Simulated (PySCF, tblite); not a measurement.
# C₇H₁₂OSi: geometry, infrared bands and NMR shifts

Aim: predict the infrared bands and NMR shifts of C₇H₁₂OSi (`OCC1=C[SiH2][C@H]2C[C@@H]1C2`).

Computed with tblite 0.8.0 and PySCF 2.14.0, with density-fitted response routines of our own, on a single molecule in the gas phase. Atoms count from 0, in the outputs and in this text.

## (1) The starting structure

21 atoms, charge 0, multiplicity 1; geometry from: force field or distance geometry start.

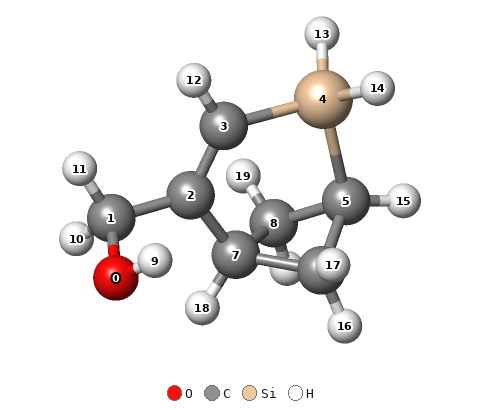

The starting geometry (oxygen red, carbon grey, silicon light orange, hydrogen white), atoms numbered; sticks join atoms by distance.

## (2) Relaxing the molecule with GFN2-xTB

Job settings and geometry (Å):

```
{"job": {"kind": "relax", "xc": "GFN2-xTB", "basis": "xTB"}, "charge": 0, "multiplicity": 1}
O      2.990100     0.098400    -0.910200
C      2.378700    -0.621600     0.142600
C      0.965600    -0.191100     0.302200
C      0.504100     0.503500     1.365800
Si    -1.284900     1.011000     1.530300
C     -1.914500     0.219800    -0.230700
C     -0.895500     0.607700    -1.356300
C      0.007700    -0.559200    -0.818300
C     -1.335500    -1.230500    -0.361900
H      2.764000     1.036600    -0.753100
H      2.438300    -1.696700    -0.077700
H      2.961100    -0.448600     1.064200
H      1.137400     0.781400     2.212600
H     -1.943100     0.351200     2.670300
H     -1.426100     2.498100     1.519200
H     -2.976100     0.386400    -0.388500
H     -1.284500     0.434800    -2.361200
H     -0.470100     1.606700    -1.333000
H      0.511600    -1.115700    -1.612100
H     -1.303400    -1.848400     0.542900
H     -1.833500    -1.807000    -1.147500
```

On the command line:

```console
$ OMP_NUM_THREADS=1 python probes_run.py task.json out
```

This one command runs all jobs of the session in turn.

What it wrote:

```text
step      E/eV     max force
  0    -730.32205    1.918
  1    -730.46609    1.255
  2    -730.55299    0.673
  3    -730.59602    0.515
  4    -730.62829    0.429
  5    -730.64804    0.362
  6    -730.65872    0.244
  7    -730.66590    0.243
  8    -730.67077    0.167
  9    -730.67569    0.182
 10    -730.67983    0.140
 11    -730.68290    0.141
 12    -730.68554    0.138
 13    -730.68847    0.128
 14    -730.69145    0.146
 15    -730.69391    0.141
 16    -730.69581    0.104
 17    -730.69749    0.094
 18    -730.69881    0.066
 19    -730.69958    0.051
 20    -730.70000    0.040
 21    -730.70033    0.043
 22    -730.70068    0.036
 23    -730.70100    0.039
 24    -730.70127    0.030
 25    -730.70150    0.035
 26    -730.70170    0.041
 27    -730.70186    0.032
 28    -730.70199    0.025
 29    -730.70211    0.024
 30    -730.70224    0.035
 31    -730.70238    0.037
 32    -730.70251    0.032
 33    -730.70262    0.030
 34    -730.70274    0.035
 35    -730.70291    0.040
 36    -730.70315    0.047
 37    -730.70346    0.039
 38    -730.70378    0.038
 39    -730.70409    0.045
 40    -730.70442    0.049
 41    -730.70482    0.048
 42    -730.70533    0.052
 43    -730.70591    0.052
 44    -730.70648    0.055
 45    -730.70698    0.059
 46    -730.70745    0.057
 47    -730.70792    0.048
 48    -730.70840    0.043
 49    -730.70890    0.050
 50    -730.70945    0.057
 51    -730.70999    0.052
 52    -730.71041    0.075
 53    -730.71049    0.069
 54    -730.71100    0.051
 55    -730.71134    0.057
 56    -730.71181    0.063
 57    -730.71230    0.050
 58    -730.71265    0.038
 59    -730.71296    0.035
 60    -730.71328    0.033
 61    -730.71358    0.056
 62    -730.71368    0.053
 63    -730.71387    0.023
 64    -730.71395    0.020
 65    -730.71404    0.016
 66    -730.71412    0.019
 67    -730.71421    0.021
 68    -730.71426    0.017
 69    -730.71430    0.011
 70    -730.71433    0.012
 71    -730.71437    0.014
 72    -730.71441    0.016
 73    -730.71445    0.017
 74    -730.71449    0.014
 75    -730.71453    0.016
 76    -730.71458    0.016
 77    -730.71462    0.016
 78    -730.71466    0.017
 79    -730.71470    0.013
 80    -730.71474    0.013
 81    -730.71476    0.012
 82    -730.71479    0.010
```

Wall time 1.2 s (1 thread of Arm Neoverse N1, shared host); peak memory 0.18 GiB.

Along the way: (not every step is listed)

```csv
step,energy from step 0 (eV),largest force (eV/Å)
0,0.0000,1.9179
1,-0.1440,1.2554
2,-0.2309,0.6734
3,-0.2740,0.5155
4,-0.3062,0.4294
5,-0.3260,0.3616
6,-0.3367,0.2437
7,-0.3438,0.2427
8,-0.3487,0.1667
14,-0.3694,0.1462
20,-0.3780,0.0398
26,-0.3796,0.0407
32,-0.3805,0.0324
38,-0.3817,0.0385
44,-0.3844,0.0554
50,-0.3874,0.0573
56,-0.3898,0.0629
62,-0.3916,0.0532
68,-0.3922,0.0166
74,-0.3924,0.0137
77,-0.3926,0.0161
78,-0.3926,0.0166
79,-0.3927,0.0132
80,-0.3927,0.0133
81,-0.3927,0.0117
82,-0.3927,0.0100
```

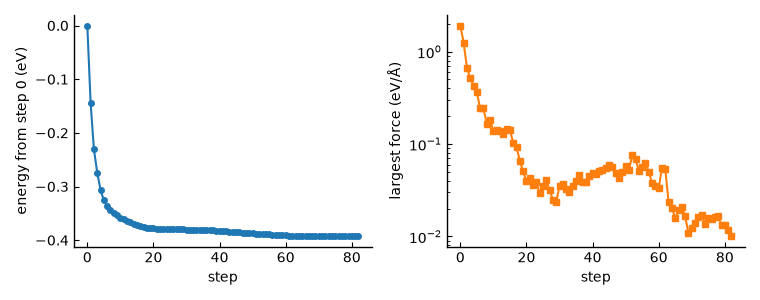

Energy and largest force along the relaxation.

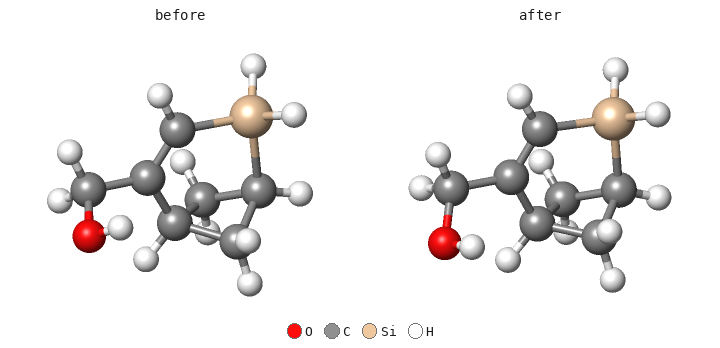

Before and after, at one scale.

Close pairs (by a distance rule), those that changed most:

```csv
bond,before (Å),after (Å),change (Å)
Si4–C5,2.031,1.899,-0.132
C5–C6,1.567,1.536,-0.031
C6–C7,1.571,1.540,-0.031
C5–C8,1.567,1.536,-0.031
C7–C8,1.569,1.540,-0.029
Si4–H14,1.494,1.468,-0.026
C1–C2,1.486,1.508,+0.022
C2–C7,1.519,1.501,-0.019
```

The end geometry stands in the next job.

## (3) Vibrational analysis with GFN2-xTB

Job settings and geometry (Å):

```
{"job": {"kind": "ir", "xc": "GFN2-xTB", "basis": "xTB"}, "charge": 0, "multiplicity": 1}
O      2.917314    -0.234882    -1.069777
C      2.353239    -0.580763     0.177749
C      0.916221    -0.147745     0.320012
C      0.454353     0.495873     1.392710
Si    -1.370933     0.932059     1.477760
C     -1.890774     0.221742    -0.204407
C     -0.866967     0.701837    -1.244259
C      0.013443    -0.491124    -0.828285
C     -1.274703    -1.179325    -0.338891
H      2.841897     0.718664    -1.185479
H      2.407200    -1.674481     0.220900
H      2.956249    -0.173568     1.002562
H      1.134143     0.729154     2.201575
H     -2.047586     0.245711     2.583035
H     -1.589296     2.382696     1.526949
H     -2.942601     0.320212    -0.469733
H     -1.227427     0.599874    -2.267660
H     -0.438609     1.695276    -1.110168
H      0.576081    -0.988623    -1.619586
H     -1.188080    -1.786575     0.561556
H     -1.742085    -1.769071    -1.127033
```

What it wrote:

```text
mode    cm-1     km/mol
  1      60.2      3.24
  2     108.6      0.39
  3     197.8      0.38
  4     223.9      4.56
  5     282.9     18.52
  6     314.7     27.37
  7     341.2     21.46
  8     344.9     71.59
  9     410.4     53.53
 10     476.3     21.12
 11     521.5     86.01
 12     545.5      1.85
 13     620.8     74.29
 14     645.7     52.01
 15     696.5     65.33
 16     770.2    228.48
 17     778.1    107.93
 18     812.3     22.56
 19     822.8     64.64
 20     854.3     17.28
 21     867.5      0.14
 22     944.8     22.60
 23     996.5      7.02
 24    1002.1      0.38
 25    1027.8      2.84
 26    1034.3      6.63
 27    1063.1     42.67
 28    1066.1      6.06
 29    1101.5     12.27
 30    1120.3     18.17
 31    1135.1     12.76
 32    1141.1     23.00
 33    1167.4      0.41
 34    1226.6      1.07
 35    1237.1      0.06
 36    1243.2      1.67
 37    1251.6      2.34
 38    1262.6      6.38
 39    1300.6     10.28
 40    1333.6     79.99
 41    1348.0      5.85
 42    1463.4      0.75
 43    1482.1      0.07
 44    1495.1      0.29
 45    1662.6     48.13
 46    2223.9    423.05
 47    2236.1    292.40
 48    2872.3     69.63
 49    2939.3     19.71
 50    2968.3     16.35
 51    2971.2     46.33
 52    2974.0     73.06
 53    2979.9     35.42
 54    2989.1     83.17
 55    2994.9     83.12
 56    3041.6     59.26
 57    3550.1      6.61
```

Wall time 1.6 s (1 thread of Arm Neoverse N1, shared host); peak memory 0.18 GiB.

The strongest bands and the atoms that carry them (share of the mass-weighted mode):

```csv
cm⁻¹,km/mol,atoms
522,86.0,"H13 27 %, H14 21 %, Si4 18 %"
770,228.5,"H14 42 %, H13 40 %"
778,107.9,"C3 13 %, C5 11 %, Si4 11 %"
1334,80.0,"H10 39 %, H9 22 %, C1 17 %, H11 15 %"
2224,423.1,H14 90 %
2236,292.4,H13 91 %
2989,83.2,"H16 46 %, H19 21 %, H20 17 %"
2995,83.1,"H20 43 %, H16 23 %, H19 11 %"
```

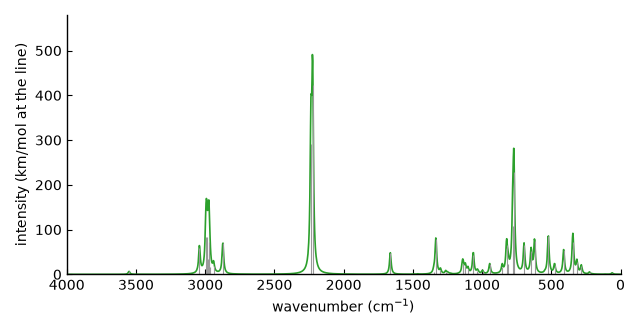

The infrared spectrum from these modes, unscaled. Lines are broadened to a width of 14 cm⁻¹ (Lorentzian).

## (4) Nuclear shieldings: PBE0/pcSseg-1

Settings changed since step 3:

```diff
@@ -1,2 +1,2 @@
-{"job": {"kind": "ir", "xc": "GFN2-xTB", "basis": "xTB"}, "charge": 0, "multiplicity": 1}
+{"job": {"kind": "nmr", "xc": "PBE0", "basis": "pcSseg-1"}, "charge": 0, "multiplicity": 1}
 O      2.917314    -0.234882    -1.069777
```

With the program's defaults for keys left out, this is: GIAO PBE0/pcSseg-1 NMR shielding, non-relativistic, gas phase.

What it wrote:

```text
coarse grid: 17752 points
cycle   1  E = -637.8837234819  dE =  1.334e+00  |g| = 6.870e-01  |ddm| = 4.206e+00
cycle   2  E = -637.8118759329  dE =  7.185e-02  |g| = 9.287e-01  |ddm| = 1.390e+00
cycle   3  E = -637.9816409228  dE = -1.698e-01  |g| = 7.342e-02  |ddm| = 8.782e-01
cycle   4  E = -637.9824856156  dE = -8.447e-04  |g| = 3.382e-02  |ddm| = 9.580e-02
cycle   5  E = -637.9827571477  dE = -2.715e-04  |g| = 9.848e-03  |ddm| = 4.814e-02
cycle   6  E = -637.9827765164  dE = -1.937e-05  |g| = 4.172e-03  |ddm| = 1.403e-02
cycle   7  E = -637.9827807312  dE = -4.215e-06  |g| = 6.643e-04  |ddm| = 4.063e-03
final grid: 166056 points
cycle   8  E = -638.0486580414  dE = -4.662e-05  |g| = 1.107e-02  |ddm| = 4.920e-02
cycle   9  E = -638.0486315540  dE =  2.649e-05  |g| = 1.565e-02  |ddm| = 2.526e-02
cycle  10  E = -638.0486861138  dE = -5.456e-05  |g| = 1.087e-03  |ddm| = 1.570e-02
cycle  11  E = -638.0486863368  dE = -2.230e-07  |g| = 3.226e-04  |ddm| = 1.169e-03
cycle  12  E = -638.0486863564  dE = -1.958e-08  |g| = 1.235e-04  |ddm| = 3.613e-04
cycle  13  E = -638.0486863597  dE = -3.387e-09  |g| = 4.048e-05  |ddm| = 1.491e-04
cycle  14  E = -638.0486863601  dE = -4.020e-10  |g| = 8.623e-06  |ddm| = 5.259e-05
converged SCF energy = -638.0486863601

GIAO shielding tensors (ppm)
atom      isotropic    diamagn.    paramagn.     s11        s22        s33       span
  0 O      293.293     389.188     -95.894    258.139    292.986    328.755     70.616
  1 C      111.673     239.559    -127.886     85.898    112.704    136.417     50.519
  2 C        2.324     260.116    -257.793   -120.825    -13.661    141.457    262.282
  3 C       71.445     256.644    -185.198    -38.266     81.278    171.323    209.589
  4 Si     394.369     880.227    -485.858    369.166    384.023    429.918     60.752
  5 C      169.876     256.614     -86.739    147.763    178.763    183.101     35.339
  6 C      150.643     249.538     -98.895    133.033    154.304    164.592     31.560
  7 C      151.348     246.015     -94.667    139.506    149.395    165.143     25.637
  8 C      150.264     250.137     -99.873    132.513    153.928    164.350     31.837
  9 H       31.569      32.530      -0.961     24.116     28.946     41.644     17.528
 10 H       27.329      27.851      -0.522     23.836     27.167     30.984      7.148
 11 H       27.329      28.874      -1.544     22.824     28.061     31.103      8.280
 12 H       26.105      32.028      -5.922     24.944     25.101     28.271      3.327
 13 H       27.178      28.823      -1.644     24.110     24.559     32.867      8.756
 14 H       27.142      28.884      -1.743     24.183     24.529     32.713      8.530
 15 H       29.876      31.655      -1.779     25.320     27.079     37.229     11.909
 16 H       29.027      31.929      -2.902     26.174     26.713     34.193      8.019
 17 H       30.175      31.930      -1.755     26.884     27.872     35.769      8.886
 18 H       28.578      33.061      -4.483     23.130     28.084     34.519     11.390
 19 H       30.064      31.628      -1.563     26.526     27.773     35.894      9.368
 20 H       29.055      31.904      -2.849     26.179     26.551     34.436      8.257
```

Run time: 92 s. Hardware: 1 thread of Arm Neoverse N1, shared host; peak memory 0.98 GiB.

The references, computed at this level on geometries of the same kind, shield at (ppm): ¹H TMS 31.72, ¹³C TMS 186.9, ²⁹Si TMS 349.2, ¹⁷O H2O 336.1. Their shielding less the atom's gives the shift. The references are single molecules in the gas phase, so shifts against H2O, NH3, PH3, H3PO4 or CFCl3 are not on the usual liquid scales and can be off by tens of ppm. Atoms listed in one row are averaged.

```csv
atoms,environment,σ (ppm),δ (ppm),δ scaled to CDCl3
C2,fully substituted alkene carbon,2.3,184.6,178.3
C3,alkene CH,71.4,115.5,110.8
C1,allylic sp3 CH2 bonded to O,111.7,75.3,71.5
"C6, C8",sp3 CH2 in a ring,150.5,36.5,33.7
C7,allylic sp3 CH,151.3,35.6,32.8
C5,sp3 CH bonded to Si,169.9,17.0,14.7
H12,hydrogen on an alkene CH,26.11,5.61,5.40
"H13, H14","hydrogen on a silicon bonded to 2 C, in a 6-membered ring",27.16,4.56,–
"H10, H11",hydrogen on an allylic sp3 CH2 bonded to O,27.33,4.39,4.24
H18,hydrogen on an allylic sp3 CH,28.58,3.14,3.07
"H16, H20",hydrogen on an sp3 CH2 in a ring,29.04,2.68,2.63
H15,hydrogen on an sp3 CH bonded to Si,29.88,1.84,1.84
"H17, H19",hydrogen on an sp3 CH2 in a ring,30.12,1.60,1.61
H9,hydrogen on an alcohol oxygen,31.57,0.15,–
O0,alcohol oxygen,293.3,42.8,–
Si4,"silicon bonded to 2 C, 2 H, in a 6-membered ring",394.4,-45.2,–
```

The scaled column applies a straight-line fit of computed shieldings to shifts measured in CDCl3 (root-mean-square error 0.16 ppm for H, 1.9 ppm for C).

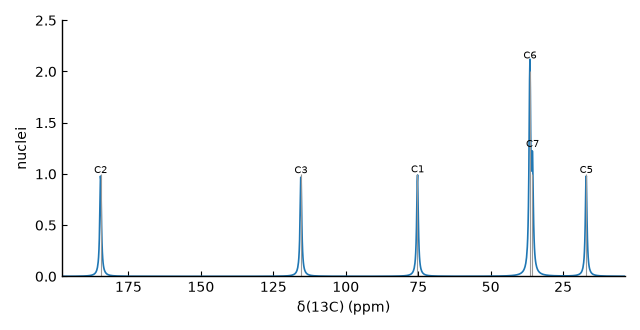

¹³C lines at the computed shifts, without couplings. Lines are broadened to a width of 0.67 ppm (Lorentzian).

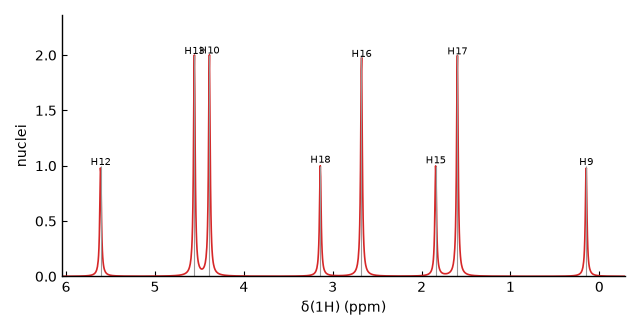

¹H lines at the computed shifts, without couplings. Lines are broadened to a width of 0.02 ppm (Lorentzian).

Charges from the same density, by scheme (e):

```csv
atoms,Mulliken,IAO,Hirshfeld,ESP fit
O0,-0.45,-0.55,-0.22,-0.64
C1,0.23,-0.05,0.00,0.26
C2,-0.35,0.02,0.01,-0.24
C3,-0.30,-0.47,-0.16,-0.29
Si4,0.69,0.74,0.33,0.29
C5,-0.52,-0.38,-0.11,0.09
"C6, C8",-0.07,-0.25,-0.07,-0.45
C7,-0.25,-0.13,-0.03,0.37
```

Mulliken charges:

O0 -0.45; C1 0.23; C2 -0.35; C3 -0.30; Si4 0.69; C5 -0.52; C6 -0.07; C7 -0.25; C8 -0.06; H9 0.23; H10 0.13; H11 0.10; H12 0.08; H13 -0.08; H14 -0.08; H15 0.13; H16 0.12; H17 0.12; H18 0.09; H19 0.13; H20 0.12

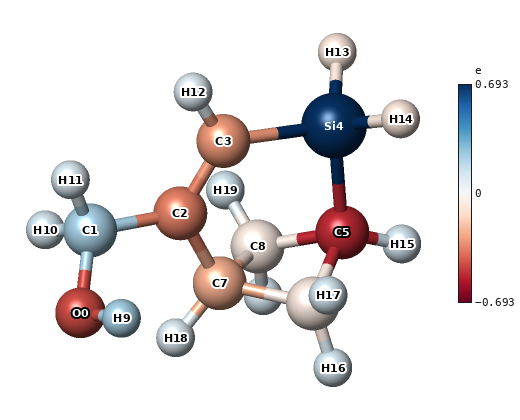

Mulliken charges, as colours on the atoms.

Mayer bond orders: O0–C1 0.94, C1–C2 1.04, C2–C3 1.88, C3–Si4 0.89, Si4–C5 0.88, C5–C6 0.97, C6–C7 0.96, C7–C8 0.96, C7–C2 0.94, C8–C5 0.97.

Ring of atoms C2, C3, Si4, C5, C6, C7: NICS(0) 1.0, NICS(1) -2.7, NICS(1)zz 0.6 ppm (means of both faces; NICS(1) differs between them: -4.0 and -1.4).

Ring of atoms C5, C6, C7, C8: NICS(0) -0.7, NICS(1) 0.1, NICS(1)zz 0.5 ppm (means of both faces).

Orbitals, density, ELF and potential are computed afterwards from the orbital file.

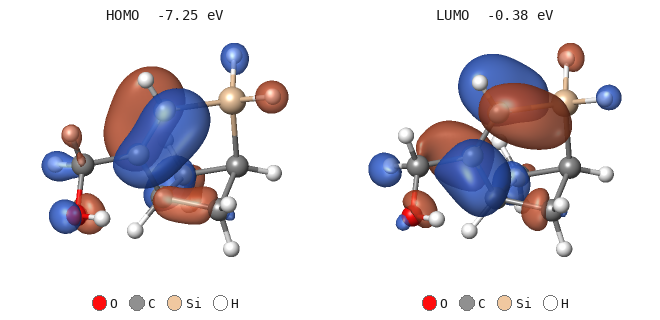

Frontier orbitals at PBE0/pcSseg-1; each surface holds 70 % of the orbital's density, blue and red mark the sign.

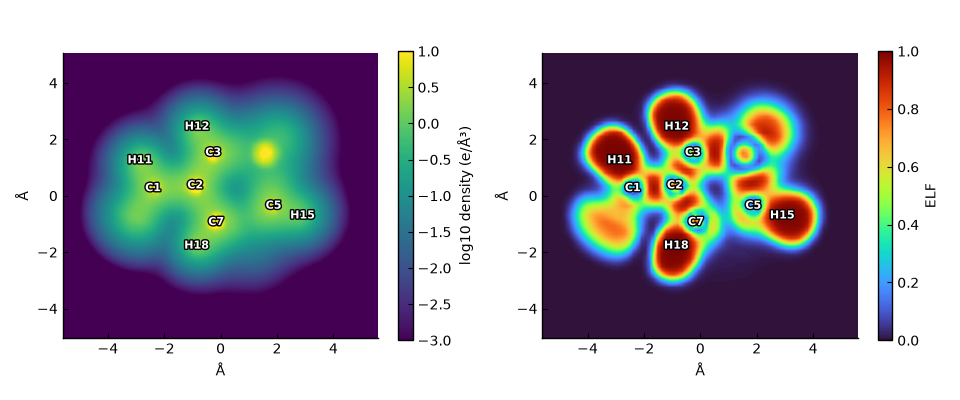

Density (left) and ELF (right) in a plane through or near 9 of the atoms.

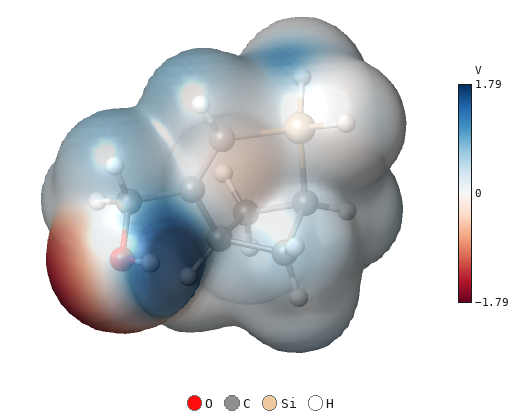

The potential that a unit positive charge feels on the 0.002 e/bohr³ surface, from the 1st to the 99th percentile, from -1.48 V near O0 to 1.79 V near H9.

## (5) What came out

```
                                                               quantity                                               value
                              strongest single infrared mode (GFN2-xTB)                               2224 cm⁻¹, 423 km/mol
                                           zero-point energy (GFN2-xTB)                                      106.6 kcal/mol
¹³C shifts against TMS (PBE0/pcSseg-1, means over atoms taken as alike)            184.6, 115.5, 75.3, 36.5, 35.6, 17.0 ppm
 ¹H shifts against TMS (PBE0/pcSseg-1, means over atoms taken as alike)  5.61, 4.56, 4.39, 3.14, 2.68, 1.84, 1.60, 0.15 ppm
                                 ¹⁷O shifts against H2O (PBE0/pcSseg-1)                                            42.8 ppm
                                ²⁹Si shifts against TMS (PBE0/pcSseg-1)                                           -45.2 ppm
                                  surface potential, 1st and 99th percentile                                  -1.48 V and 1.79 V
```

In words: Over 82 steps the energy fell by 0.393 eV; of the close pairs, Si4–C5 changed most, 2.031 to 1.899 Å. All 57 modes are real, so the xTB geometry is a minimum. The strongest single mode, at 2224 cm⁻¹, moves mainly H14. Unscaled tight-binding wavenumbers are off by several per cent, some by more. Its intensities can rank the bands wrongly. The most deshielded hydrogen is H12 (hydrogen on an alkene CH), at 5.61 ppm: olefinic region. At PBE0/pcSseg-1: Shielding is most anisotropic at C2 (span 262 ppm, paramagnetic term -258 ppm). By nearest atom (PBE0/pcSseg-1), the HOMO sits on C3 36 %; C2 25 % and the LUMO on C2, C3 about 28 % each; H12 6 %.
